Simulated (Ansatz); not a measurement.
# Fields on a plane of ZrSiS (space group P4/nmm)

```xyz
6
Lattice="3.5189 0.0000 0.0000 0.0000 3.5189 0.0000 0.0000 0.0000 8.0287" Properties=species:S:1:pos:R:3 pbc="T T T"
Zr     0.0000     1.7594     5.8536
Zr     1.7594     0.0000     2.1751
Si     0.0000     0.0000     0.0000
Si     1.7594     1.7594     0.0000
S      1.7594     0.0000     4.9823
S      0.0000     1.7594     3.0464
```

The slice is a (010) plane (indices of the conventional cell) through the point (0.500, 0.000, 0.621) (fractional), spanned by u = [100] and v = [001] in vectors of this cell: u (3.52 Å) and v (8.03 Å, at 90° to u). It covers one period; positions are fractions (u, v).

Atoms on it: Zr at (0.00, 0.65); Si at (0.50, 0.38); S at (0.00, 0.00).

These are PBEsol (plane waves to 420 eV, PAW, scalar-relativistic; Ansatz, a first-principles code) values and carry that method's errors. k mesh 13×13×6. Inside the PAW spheres the values are not all-electron values, and peaks at nuclei hang on which shells count as valence. ZrSiS is run without spin polarisation. ZrSiS was relaxed with its symmetry unable to fall.

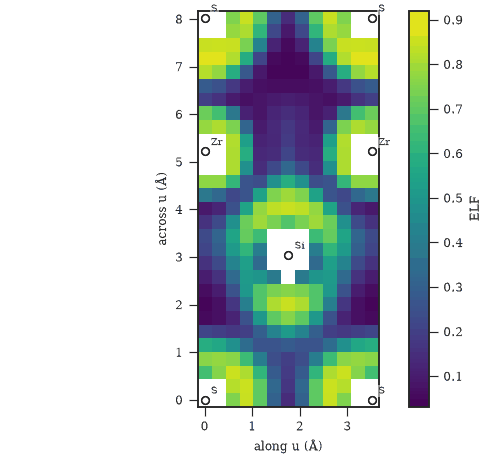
*Electron localisation function (ELF), one period of the plane, atoms marked. Points within 0.5 Å of a nucleus are left white, as the pseudised field means little there.*

```
|xxxx+%%%+xxx|
|xxx:#@@@#:xx|
|xx:*%@@@%*:x|
|-=*%@@@@@%*=|
|:-+#%@@@%#+-|
|   -*%%%*-  |
|xxx =#%#= xx|
|xxx .+#+. xx|
|xxxx +*+ xxx|
|xxxx =*= xxx|
|xxxx +#+ xxx|
|xxx :*#*: xx|
|xx .=+++=. x|
|  :-. x .-: |
|++=.xxxxx.=+|
|##=xxxxxxx=#|
|%#-xxxxxxx-#|
|%#-xxxxxxx-#|
|%#+xxxxxxx+#|
|@%#-xxxxx-#%|
|@@%#=. .=#%@|
|@@@%#***#%@@|
|@@@%%###%%@@|
|++#%#####%#+|
|xx.+##*##+.x|
|xxx.*****.xx|
|xxxx+###+xxx|
|xxxx+#%#+xxx|
```
Scale: ten equal steps from 3.00 (start of ' ') to 11.61 (end of '@'), in the order ' .:-=+*#%@'. Values: electrostatic potential energy of an electron, from the cell's mean, in eV. The map has 12 points along u (one character each, u = 0 at the left) and 28 along v (v = 0 in the bottom row). Points within 1 Å of a nucleus are blanked (x), as the pseudised field means little there. Values under 3 eV are set to 3. The zero, the cell's mean, hangs on the PAW cores.
